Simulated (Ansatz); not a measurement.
# Li on Ta(110): change of the work function

How does Li on the hollow site change the work function of Ta(110) as the layer fills?

Method: plane-wave DFT, PBE, Ansatz PAW, in Ansatz 0.2.0.

## (1) Set-up

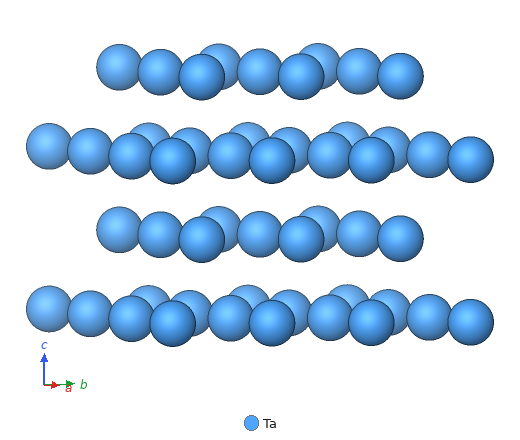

Start, viewed from the side, with the c axis up; tantalum blue. 3×3×1 cells are drawn. Some periodic images of atoms are drawn too.

The cell holds 4 atoms: 4 Ta. Cell: a = 2.867 Å, b = 2.867 Å, c = 25.022 Å, α = 90.0°, β = 90.0°, γ = 70.5°. Vacuum lies along c.

## (2) The clean slab

The bare slab comes first, as the zero from which every change is counted. The two lowest layers are held at bulk places and the upper ones relax. The dipole correction removes the false field that a one-sided slab makes across the periodic vacuum, so each face gets a flat vacuum level of its own.

The input, input.yaml:

```yaml
crystal:
  lattice:
    - [2.3405234457, -1.655, 0.0]
    - [2.3405234457, 1.655, 0.0]
    - [0.0, 0.0, 25.0215703372]
  atoms:
    - { symbol: Ta, position: [0.0, 0.0, 0.3596896549] }
    - { symbol: Ta, position: [0.5, 0.5, 0.453229885] }
    - { symbol: Ta, position: [0.0, 0.0, 0.546770115] }
    - { symbol: Ta, position: [0.5, 0.5, 0.6403103451] }
kpoints:
  mp_grid: { grid: [12, 12, 1] }
hamiltonian:
  xc: pbe
scf:
  occupations: { method: fermi_dirac, width: 0.1 }
  convergence: { dr2_threshold: 1.0e-08 }
efield:
  axis: 3
  dipole_correction: true
  ramp_position: 0.97
  ramp_width: 0.06
relax:
  f_tol: 0.02
  max_steps: 60
  constraints: [{ sites: [0, 1] }]
output:
  write_potential: true
  write_density: true
  volumetric_format: npy
```

Run with:

```bash
$ ansatz run input.yaml --threads 4 --pin off --max-ram 6144MiB --backend cpu --events-out ev --progress --plain --runs-dir out
```

Numbers of over 12 decimals in the logs are rounded to 6 here.

The program printed:

```text
Engine: ansatz 0.2.0, aarch64-unknown-linux-gnu
Pseudopotentials: kind: paw
Pseudopotential: Ta, paw, valence charge 13, recommended cutoff 420 eV (normal), Ta.paw.azcp
Functional definition: PBE
  parameter kappa = 0.804
  parameter beta = 0.066725
  exchange = pbe_x(kappa = kappa, mu = beta*pi^2/3)
  correlation = pbe_c(beta = beta)
Crystal: 4 atoms, lattice volume = 193.845 Å³
Basis set: ecut = 420 eV, 3793 PW (Γ), exchange–correlation on 40×40×360 points (8 copies of the dense FFT grid, shifted against one another)
Bands: 32, of which v1, the nominal top of the filled ones, is band 26 counted from 1 (25 counted from 0)
Symmetry: 4 space group operations
k-points: 43 of 144
Non-local potential: Ta, projectors of the file, l = 0: 3, l = 1: 2, l = 2: 2, l = 3: 1
PAW form: soft (Blöchl's): semilocal exchange-correlation on the pseudo side does not see the compensation charge
PAW one-centre angular grid: Ta, 590 points (default); XC on 64 Gauss nodes
Initial density: superposition of atomic densities (neutral atoms: chi_scale 0, normalization atom), corrected by the library's trained network
Initial wavefunctions: pseudopotential atomic-orbital guess
Functional: x = pbe(κ = 0.804, μ = 0.219515), c = pbe(β = 0.066725)
SCF iter   1: F=—  HF=-39726.805781 eV  |F-HF|=—  |Δ(HF+E_count)|=         —  Δρ=5.76e-3  dr2=1.31e0  ethr=1.77e-3  p=0.000 e·Å  D=2.87e-15 V/Å  ΔV_dip=-0.00 eV  dr2_dipole=3.97e-7  V_vac-E_F(+/−)=4.99/4.99 eV  ⟨swp⟩=7.2  Hψ=6700  notcnv=0
efield: sawtooth ramp at fractional position 0.9700 (set: `efield.ramp_position`, or a place that a band, a saddle search or an elastic batch's reference lends), width 0.0600; the density the first Hamiltonian is built on has a dipole p = 0.000 e·Å; the dipole correction subtracts the counter field D = 2.87e-15 V/Å, which shifts the + side's vacuum level by -0.00 eV against the − side's; the planar-averaged density in the ramp window peaks in size at 1.7e-5 e/Å³
preconditioner: auto → LDOS  [metal: Δε(μ)=0.027 eV  Ē_g=3.845 eV  σ=0.100 eV  W_gap=0.07  n_scr=16 (ndim 8)  ℏωp=11.9 eV  f_vac=0.544  D(μ)=5.69/eV (n_scr^D=18)  β→1.0]
SCF iter   2: F=—  HF=-39726.762829 eV  |F-HF|=—  |Δ(HF+E_count)|=   4.30e-2  Δρ=1.63e-3  dr2=8.36e-3  ethr=1.77e-3  p=0.000 e·Å  D=1.67e-5 V/Å  ΔV_dip=-0.00 eV  dr2_dipole=3.15e-7  V_vac-E_F(+/−)=4.81/4.81 eV  ⟨swp⟩=1.4  Hψ=1741  notcnv=0
SCF iter   3: F=—  HF=-39726.763830 eV  |F-HF|=—  |Δ(HF+E_count)|=   1.00e-3  Δρ=5.10e-4  dr2=2.77e-3  ethr=1.61e-5  p=0.000 e·Å  D=3.06e-6 V/Å  ΔV_dip=-0.00 eV  dr2_dipole=3.35e-9  V_vac-E_F(+/−)=4.83/4.83 eV  ⟨swp⟩=2.9  Hψ=2823  notcnv=0
SCF iter   4: F=—  HF=-39726.763797 eV  |F-HF|=—  |Δ(HF+E_count)|=   3.32e-5  Δρ=1.73e-4  dr2=1.10e-4  ethr=5.34e-6  p=0.000 e·Å  D=2.16e-6 V/Å  ΔV_dip=-0.00 eV  dr2_dipole=4.75e-12  V_vac-E_F(+/−)=4.82/4.82 eV  ⟨swp⟩=2.3  Hψ=2226  notcnv=0
SCF iter   5: F=—  HF=-39726.763802 eV  |F-HF|=—  |Δ(HF+E_count)|=   5.00e-6  Δρ=5.33e-5  dr2=4.45e-6  ethr=2.12e-7  p=0.000 e·Å  D=1.34e-6 V/Å  ΔV_dip=-0.00 eV  dr2_dipole=4.23e-11  V_vac-E_F(+/−)=4.81/4.81 eV  ⟨swp⟩=2.5  Hψ=2216  notcnv=0
SCF iter   6: F=—  HF=-39726.763676 eV  |F-HF|=—  |Δ(HF+E_count)|=   1.25e-4  Δρ=2.05e-5  dr2=1.62e-6  ethr=8.57e-9  p=0.000 e·Å  D=6.97e-7 V/Å  ΔV_dip=-0.00 eV  dr2_dipole=2.92e-13  V_vac-E_F(+/−)=4.81/4.81 eV  ⟨swp⟩=2.7  Hψ=2519  notcnv=0
SCF iter   7: F=—  HF=-39726.763677 eV  |F-HF|=—  |Δ(HF+E_count)|=   4.16e-7  Δρ=5.04e-6  dr2=4.42e-8  ethr=3.12e-9  p=0.000 e·Å  D=3.02e-7 V/Å  ΔV_dip=-0.00 eV  dr2_dipole=1.73e-12  V_vac-E_F(+/−)=4.81/4.81 eV  ⟨swp⟩=2.7  Hψ=2586  notcnv=0
SCF iter   8: F=-39726.763677 eV  HF=-39726.763677 eV  |F-HF|=1.95e-8  |Δ(HF+E_count)|=   7.49e-8  Δρ=1.58e-6  dr2=3.85e-9  ethr=1.92e-11  p=0.000 e·Å  D=1.31e-7 V/Å  ΔV_dip=-0.00 eV  dr2_dipole=1.82e-13  V_vac-E_F(+/−)=4.81/4.81 eV  ⟨swp⟩=10.9  Hψ=10415  notcnv=0
SCF 1 converged in 8 iterations: F = -39726.763677 eV  dr2 = 3.85e-9
  greatest PAW one-centre occupation: 0.999 electrons in one spin orbital (limit 2), on the Ta atom at site 0 (counted from 0), in its partial waves of l = 0
relax step   1: F+E_penalty+E_count = -39726.76367691 eV  Δ(F+E_penalty+E_count) = +0.000e0 eV  max|allowed force component| = 4.148e-1 eV/Å  Δτ_max = 0.0000 Å  (8 SCF iters, accepted)
Initial density: handed on by an earlier stage of this run
Initial wavefunctions: those handed on with the density
iter 1 solved again at ethr=2.39e-3 eV; its pass at ethr=3.10e-3 eV (dr2=1.24e0 eV) is discarded
SCF iter   1: F=—  HF=-39726.839725 eV  |F-HF|=—  |Δ(HF+E_count)|=         —  Δρ=9.90e-3  dr2=1.15e0  ethr=2.39e-3  p=0.000 e·Å  D=1.07e-6 V/Å  ΔV_dip=-0.00 eV  dr2_dipole=5.18e-3  V_vac-E_F(+/−)=4.85/4.85 eV  ⟨swp⟩=1.1  Hψ=5524  notcnv=0
efield: sawtooth ramp at fractional position 0.9700 (set: `efield.ramp_position`, or a place that a band, a saddle search or an elastic batch's reference lends), width 0.0600; the density the first Hamiltonian is built on has a dipole p = 0.000 e·Å; the dipole correction subtracts the counter field D = 1.07e-6 V/Å, which shifts the + side's vacuum level by -0.00 eV against the − side's; the planar-averaged density in the ramp window peaks in size at 9.3e-6 e/Å³
preconditioner: auto → LDOS  [metal: Δε(μ)=0.002 eV  Ē_g=3.957 eV  σ=0.100 eV  W_gap=0.00  n_scr=16 (ndim 8)  ℏωp=11.9 eV  f_vac=0.555  D(μ)=5.52/eV (n_scr^D=18)  β→1.0]
SCF iter   2: F=—  HF=-39726.769057 eV  |F-HF|=—  |Δ(HF+E_count)|=   7.07e-2  Δρ=5.59e-3  dr2=2.66e-1  ethr=2.21e-3  p=0.012 e·Å  D=1.12e-2 V/Å  ΔV_dip=-0.28 eV  dr2_dipole=6.71e-3  V_vac-E_F(+/−)=4.53/4.81 eV  ⟨swp⟩=3.0  Hψ=2184  notcnv=0
SCF iter   3: F=—  HF=-39726.745759 eV  |F-HF|=—  |Δ(HF+E_count)|=   2.33e-2  Δρ=1.82e-3  dr2=2.99e-2  ethr=5.11e-4  p=0.006 e·Å  D=5.53e-3 V/Å  ΔV_dip=-0.14 eV  dr2_dipole=1.11e-3  V_vac-E_F(+/−)=4.69/4.83 eV  ⟨swp⟩=3.1  Hψ=2953  notcnv=0
SCF iter   4: F=—  HF=-39726.742032 eV  |F-HF|=—  |Δ(HF+E_count)|=   3.73e-3  Δρ=4.37e-4  dr2=8.85e-4  ethr=5.74e-5  p=0.006 e·Å  D=5.97e-3 V/Å  ΔV_dip=-0.15 eV  dr2_dipole=2.49e-5  V_vac-E_F(+/−)=4.67/4.82 eV  ⟨swp⟩=2.3  Hψ=2120  notcnv=0
SCF iter   5: F=—  HF=-39726.742227 eV  |F-HF|=—  |Δ(HF+E_count)|=   1.95e-4  Δρ=1.46e-4  dr2=1.02e-4  ethr=1.70e-6  p=0.006 e·Å  D=5.82e-3 V/Å  ΔV_dip=-0.15 eV  dr2_dipole=1.05e-5  V_vac-E_F(+/−)=4.68/4.82 eV  ⟨swp⟩=2.2  Hψ=2050  notcnv=0
SCF iter   6: F=—  HF=-39726.742256 eV  |F-HF|=—  |Δ(HF+E_count)|=   2.93e-5  Δρ=4.66e-5  dr2=2.46e-5  ethr=1.96e-7  p=0.006 e·Å  D=5.53e-3 V/Å  ΔV_dip=-0.14 eV  dr2_dipole=6.35e-6  V_vac-E_F(+/−)=4.68/4.82 eV  ⟨swp⟩=2.4  Hψ=2107  notcnv=0
SCF iter   7: F=—  HF=-39726.742246 eV  |F-HF|=—  |Δ(HF+E_count)|=   1.02e-5  Δρ=1.66e-5  dr2=2.34e-6  ethr=4.72e-8  p=0.006 e·Å  D=5.42e-3 V/Å  ΔV_dip=-0.14 eV  dr2_dipole=1.74e-8  V_vac-E_F(+/−)=4.69/4.82 eV  ⟨swp⟩=2.3  Hψ=1764  notcnv=0
SCF iter   8: F=—  HF=-39726.742124 eV  |F-HF|=—  |Δ(HF+E_count)|=   1.22e-4  Δρ=4.53e-6  dr2=6.34e-8  ethr=4.51e-9  p=0.006 e·Å  D=5.34e-3 V/Å  ΔV_dip=-0.13 eV  dr2_dipole=2.64e-9  V_vac-E_F(+/−)=4.69/4.82 eV  ⟨swp⟩=2.0  Hψ=1815  notcnv=0
SCF iter   9: F=—  HF=-39726.742124 eV  |F-HF|=—  |Δ(HF+E_count)|=   6.07e-8  Δρ=1.58e-6  dr2=1.93e-8  ethr=1.92e-11  p=0.006 e·Å  D=5.32e-3 V/Å  ΔV_dip=-0.13 eV  dr2_dipole=5.06e-9  V_vac-E_F(+/−)=4.69/4.82 eV  ⟨swp⟩=11.3  Hψ=10973  notcnv=0
SCF iter  10: F=-39726.742124 eV  HF=-39726.742124 eV  |F-HF|=1.79e-9  |Δ(HF+E_count)|=   1.34e-8  Δρ=5.81e-7  dr2=1.34e-9  ethr=1.92e-11  p=0.006 e·Å  D=5.31e-3 V/Å  ΔV_dip=-0.13 eV  dr2_dipole=4.40e-10  V_vac-E_F(+/−)=4.69/4.82 eV  ⟨swp⟩=10.0  Hψ=9405  notcnv=0
SCF 2 converged in 10 iterations: F = -39726.742124 eV  dr2 = 1.34e-9
  greatest PAW one-centre occupation: 1.000 electrons in one spin orbital (limit 2), on the Ta atom at site 3 (counted from 0), in its partial waves of l = 0
relax step   2: F+E_penalty+E_count = -39726.74212442 eV  Δ(F+E_penalty+E_count) = +2.155e-2 eV  max|allowed force component| = 7.793e-1 eV/Å  Δτ_max = 0.1926 Å  (10 SCF iters, rejected (line search))
iter 1 solved again at ethr=8.38e-4 eV; its pass at ethr=3.10e-3 eV (dr2=4.36e-1 eV) is discarded
SCF iter   1: F=—  HF=-39726.815846 eV  |F-HF|=—  |Δ(HF+E_count)|=         —  Δρ=5.63e-3  dr2=4.24e-1  ethr=8.38e-4  p=0.006 e·Å  D=5.31e-3 V/Å  ΔV_dip=-0.13 eV  dr2_dipole=4.73e-3  V_vac-E_F(+/−)=4.67/4.80 eV  ⟨swp⟩=1.2  Hψ=4821  notcnv=0
efield: sawtooth ramp at fractional position 0.9700 (set: `efield.ramp_position`, or a place that a band, a saddle search or an elastic batch's reference lends), width 0.0600; the density the first Hamiltonian is built on has a dipole p = 0.006 e·Å; the dipole correction subtracts the counter field D = 5.31e-3 V/Å, which shifts the + side's vacuum level by -0.13 eV against the − side's; the planar-averaged density in the ramp window peaks in size at 5.6e-6 e/Å³
preconditioner: auto → LDOS  [metal: Δε(μ)=0.011 eV  Ē_g=3.847 eV  σ=0.100 eV  W_gap=0.03  n_scr=16 (ndim 8)  ℏωp=11.9 eV  f_vac=0.548  D(μ)=5.97/eV (n_scr^D=30)  β→1.0]
SCF iter   2: F=—  HF=-39726.790129 eV  |F-HF|=—  |Δ(HF+E_count)|=   2.57e-2  Δρ=3.00e-3  dr2=5.27e-2  ethr=8.15e-4  p=-0.002 e·Å  D=-1.66e-3 V/Å  ΔV_dip=0.04 eV  dr2_dipole=2.68e-3  V_vac-E_F(+/−)=4.86/4.82 eV  ⟨swp⟩=2.7  Hψ=2118  notcnv=0
SCF iter   3: F=—  HF=-39726.784849 eV  |F-HF|=—  |Δ(HF+E_count)|=   5.28e-3  Δρ=1.14e-3  dr2=1.41e-2  ethr=1.01e-4  p=0.002 e·Å  D=2.13e-3 V/Å  ΔV_dip=-0.05 eV  dr2_dipole=1.26e-3  V_vac-E_F(+/−)=4.77/4.82 eV  ⟨swp⟩=2.8  Hψ=2591  notcnv=0
SCF iter   4: F=—  HF=-39726.783334 eV  |F-HF|=—  |Δ(HF+E_count)|=   1.52e-3  Δρ=3.41e-4  dr2=1.45e-3  ethr=2.72e-5  p=0.002 e·Å  D=1.77e-3 V/Å  ΔV_dip=-0.04 eV  dr2_dipole=2.49e-4  V_vac-E_F(+/−)=4.77/4.82 eV  ⟨swp⟩=2.0  Hψ=1772  notcnv=0
SCF iter   5: F=—  HF=-39726.783268 eV  |F-HF|=—  |Δ(HF+E_count)|=   6.56e-5  Δρ=1.01e-4  dr2=7.32e-5  ethr=2.78e-6  p=0.002 e·Å  D=1.73e-3 V/Å  ΔV_dip=-0.04 eV  dr2_dipole=4.36e-6  V_vac-E_F(+/−)=4.77/4.82 eV  ⟨swp⟩=2.1  Hψ=1774  notcnv=0
SCF iter   6: F=—  HF=-39726.783249 eV  |F-HF|=—  |Δ(HF+E_count)|=   1.90e-5  Δρ=2.91e-5  dr2=2.16e-6  ethr=1.41e-7  p=0.002 e·Å  D=1.85e-3 V/Å  ΔV_dip=-0.05 eV  dr2_dipole=9.87e-8  V_vac-E_F(+/−)=4.77/4.82 eV  ⟨swp⟩=2.8  Hψ=2503  notcnv=0
SCF iter   7: F=—  HF=-39726.783127 eV  |F-HF|=—  |Δ(HF+E_count)|=   1.22e-4  Δρ=1.01e-5  dr2=3.48e-7  ethr=4.15e-9  p=0.002 e·Å  D=1.92e-3 V/Å  ΔV_dip=-0.05 eV  dr2_dipole=1.11e-8  V_vac-E_F(+/−)=4.77/4.82 eV  ⟨swp⟩=2.3  Hψ=2301  notcnv=0
SCF iter   8: F=—  HF=-39726.783127 eV  |F-HF|=—  |Δ(HF+E_count)|=   2.34e-7  Δρ=2.98e-6  dr2=4.09e-8  ethr=6.70e-10  p=0.002 e·Å  D=1.98e-3 V/Å  ΔV_dip=-0.05 eV  dr2_dipole=1.09e-10  V_vac-E_F(+/−)=4.77/4.82 eV  ⟨swp⟩=2.3  Hψ=2073  notcnv=0
SCF iter   9: F=-39726.783127 eV  HF=-39726.783127 eV  |F-HF|=3.39e-9  |Δ(HF+E_count)|=   3.83e-8  Δρ=1.03e-6  dr2=5.51e-9  ethr=1.92e-11  p=0.002 e·Å  D=1.99e-3 V/Å  ΔV_dip=-0.05 eV  dr2_dipole=6.10e-10  V_vac-E_F(+/−)=4.77/4.82 eV  ⟨swp⟩=10.8  Hψ=10464  notcnv=0
SCF 3 converged in 9 iterations: F = -39726.783127 eV  dr2 = 5.51e-9
relax step   3: F+E_penalty+E_count = -39726.78312741 eV  Δ(F+E_penalty+E_count) = -1.945e-2 eV  max|allowed force component| = 1.779e-2 eV/Å  Δτ_max = 0.0888 Å  (9 SCF iters, accepted)
NSCF: frozen V_eff on 43 k-points
the band table was solved once a step of the walk had ended and its energy, with any forces and stress, was formed, with the checks that follow a solve (7258 applications of the Hamiltonian). They found nothing against the state; the energy, forces and stress were not computed again (output.eigenvalues in the input reference)
WARN: The output density's exchange-correlation potential varies sharply where the density is thin. Do not read a vacuum level from v_tot or v_xc, or from such a field of the output density. On a cell that repeats whose density bears no net charge and no dipole along the vacuum's axis use v_es (v_loc + v_h of the components); under efield.dipole_correction with no amplitude use v_es + v_field, which holds any externa [...]
SCF converged after 9 iterations
Free energy (F): -39726.783127 eV
Harris-Foulkes:  -39726.783127 eV  (|F-HF|=3.39e-9)
Internal energy: -39726.594280 eV  (E = F + TS)
E sigma→0 (E₀):  -39726.688704 eV
Entropy (-TS):   -0.188848 eV (-47.212 meV/atom)
Fermi energy:    4.106388 eV
Dipole field:    D = 0.002028 V/Å  (p = 0.002172 e·Å, saw-weighted, corrected)
Work function:   Φ+ = 4.7668 eV   Φ− = 4.8176 eV
Levels:          The Fermi level and band energies are counted from a zero that moves with the ramp; work functions are not
--- Per-component energies (eV) ---
  E_band       = -1175.816873
  E_kinetic    = 1457.922004
  E_local      = -55624.545187  (includes V_loc(G=0)·N_el)
  E_nonlocal   = 59.651063
  E_hartree    = 27096.646443
  E_xc         = -870.143284
  E_vxc        = -811.251716  (∫ρ·V_xc dr)
  E_paw        = -33585.914433  (= ΣΔE_a)
  E_vpaw       = -450.895849  (= ΣTr[D̂ρ^β])
  E_aug_tail   = 0.000571  (compensation charges beyond the density's cutoff)
  E_efield     = 0.000002  (sawtooth field / dipole correction)
  E_vefield    = 0.002282  (∫n·V_field dr)
  E_ewald      = 21739.788541
  E_smearing   = -0.188848  (= −TS)
  E_closure    = -0.000000  (closes the sum)
  Σ components = -39726.783127   (vs F -39726.783127, Δ=0.00e0)
--- Forces (eV/Å), atoms counted from 1 ---
  atom   1  Ta     0.00000000     0.00000000     0.43128867
  atom   2  Ta     0.00000000     0.00000000    -0.43322402
  atom   3  Ta     0.00000000     0.00000000    -0.01585177
  atom   4  Ta     0.00000000     0.00000000     0.01778526
  max |Σ_I F_I| component: 1.87e-6 eV/Å
--- Band table (eV; the first three rows and the last of 43) ---
  k-point 0: bands = [... 22 lower, 3.5859, 3.8018, 3.9092, 4.4738, 4.5203, 4.6621, 5.1191, 5.3470, ... 2 higher]
  k-point 1: bands = [... 22 lower, 3.5025, 3.7840, 3.9078, 4.2606, 4.4534, 4.7338, 5.0508, 5.2065, ... 2 higher]
  k-point 2: bands = [... 22 lower, 3.3305, 3.6231, 3.8165, 3.9022, 4.1304, 4.4107, 5.2264, 5.4658, ... 2 higher]
  k-point 42: bands = [... 22 lower, 2.9030, 3.3565, 4.2352, 5.6752, 5.9858, 6.4812, 6.5254, 6.5718, ... 2 higher]
--- Relaxed structure (3 steps of the walk, 2 accepted, 0 SCFs on fresh bases) ---
  F+E_penalty+E_count = -39726.78312741 eV   max|allowed force component| = 1.779e-2 eV/Å
  atoms:
    - { symbol: Ta, position: [0.0, 0.0, 0.3596896549] }
    - { symbol: Ta, position: [0.5, 0.5, 0.453230] }
    - { symbol: Ta, position: [0.0, 0.0, 0.546866] }
    - { symbol: Ta, position: [0.5, 0.5, 0.636762] }
```

Elapsed: 32 s, on 4 threads of Arm Neoverse N1, shared host; peak memory 0.57 GiB; 2.1 min of CPU time.

The steps of the relaxation:

```csv
step,energy less that of the first step (eV),largest force component (eV/Å)
1,0.0000,0.4148
2,0.0216,0.7793
3,-0.0194,0.0178
```

Relaxation step 2 was tried and not accepted.

The run keeps the 4 symmetry operations that it works with, so distortions that break them were not tested.

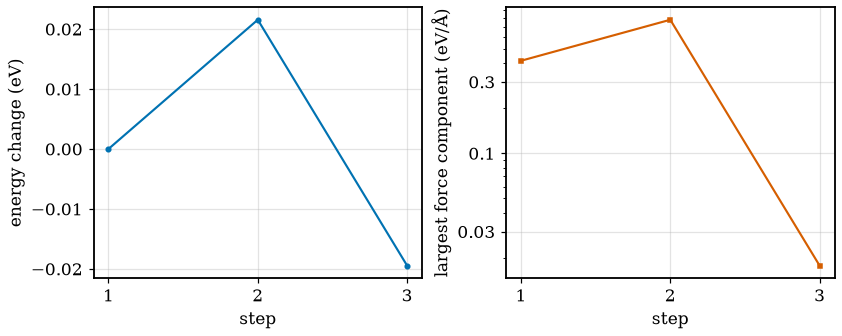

Energy and largest force along the relaxation.

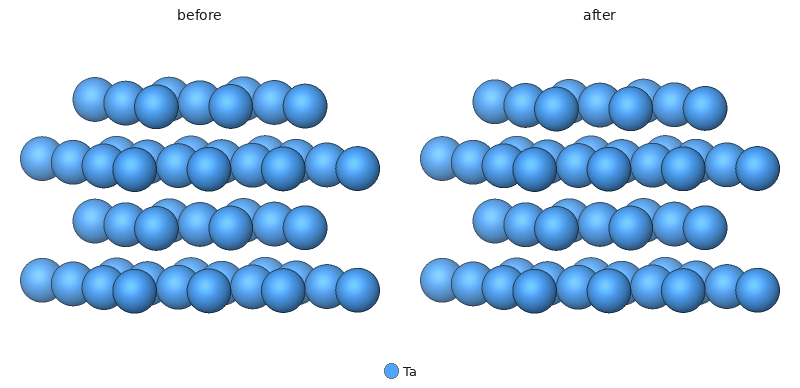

The structure before and after the relaxation, drawn at the same scale.

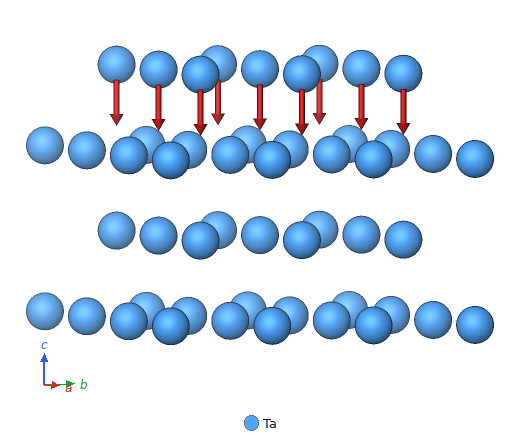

Displacements in the relaxation, exaggerated; the longest in the cell stands for 0.09 Å. 3×3×1 cells are drawn. Some periodic images of atoms are drawn too.

The atoms that moved most (Å):

```csv
atom,dx,dy,dz,length
Ta4,0.000,0.000,-0.089,0.089
```

Final coordinates:

```xyz
4
Lattice="2.3405 -1.6550 0.0000 2.3405 1.6550 0.0000 0.0000 0.0000 25.0216" Properties=species:S:1:pos:R:3
Ta    0.0000    0.0000    9.0000
Ta    2.3405    0.0000   11.3405
Ta    0.0000    0.0000   13.6834
Ta    2.3405    0.0000   15.9328
```

This step gave:

```
energy at zero smearing        : -39726.6887 eV
work function, upper face      : 4.767 eV
work function, lower face      : 4.818 eV
dipole along the normal        : 0.002172 e·Å
step between the vacuum levels : -0.05074 eV
```

Running mean over 2.341 Å of the planar mean; the ramp of the sawtooth is left out. Electron's electrostatic potential energy less the Fermi level against z:

```csv
z (Å),electron's electrostatic potential energy less the Fermi level (eV)
4,4.82
5,4.80
6,4.62
7,2.96
8,-5.19
9,-10.1
10,-10.0
11,-9.98
12,-9.96
13,-9.96
14,-10.3
15,-10.9
16,-10.1
17,-4.55
18,3.18
19,4.60
20,4.75
21,4.77
```

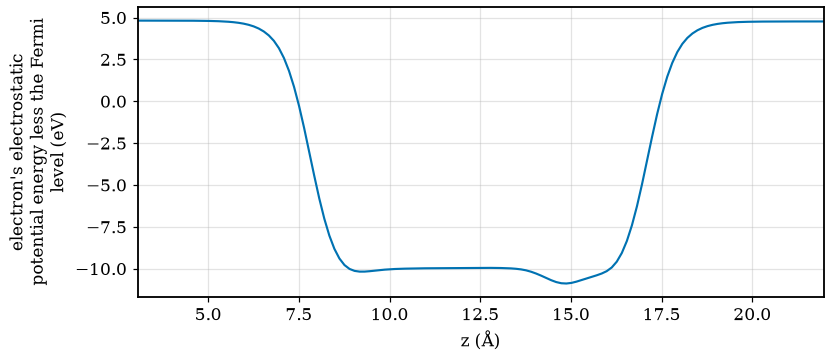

Electron's electrostatic potential energy less the Fermi level against z.

The relaxation took 3 steps and lowered the energy by 0.019 eV; the largest force on the free atoms ends at 0.018 eV/Å.

The work function of the upper face is 4.77 eV.

(Part 1 of 3 ends here.)

[Logs are printed without paths, hosts, clocks, repeated set-up lines and the standing remarks that a program may print on its own settings, such as how far it seeks lower states.]

[Hosts, paths, dates, database ids (printed as entryN), source tags and the programs' standing remarks are cut or masked in the printed files.]

[Maps of the electrostatic potential energy from Ansatz leave out the sawtooth potential of an applied field or a dipole correction, so their vacuum need not be flat; planar profiles and work functions include it.]
